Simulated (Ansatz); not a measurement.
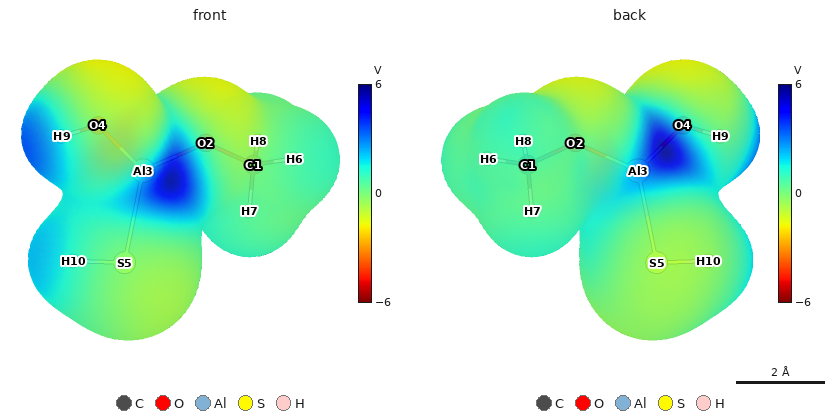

The picture shows: CH₅AlO₂S (SMILES C[O][Al]([OH])[SH]). The electrostatic potential painted on the density surface at 0.004 e/bohr³, seen from the front and from behind; red is negative and blue positive.

Geometry: PBE0-D4/def2-TZVP.

Method: RKS PBE0-D4/def2-TZVPP in Ansatz.

| atom | x (Å) | y (Å) | z (Å) |
| --- | --- | --- | --- |
| C | -0.5664 | 0.6510 | 1.7888 |
| O | -0.2939 | -0.4122 | 0.9243 |
| Al | 0.2183 | -0.5578 | -0.6616 |
| O | 0.4050 | -2.1124 | -1.2849 |
| S | 0.6054 | 1.2659 | -1.7974 |
| H | 0.0650 | 0.5798 | 2.6803 |
| H | -0.3892 | 1.6300 | 1.3259 |
| H | -1.6121 | 0.6142 | 2.1107 |
| H | 0.6903 | -2.3106 | -2.1736 |
| H | 0.9606 | 0.6010 | -2.9096 |

Describe the electrostatic potential map.

Answer. The most negative region (about −1.7 V) lies over O4, the most positive (about +5.2 V) over Al3. O4 is the likeliest acceptor of a hydrogen bond.
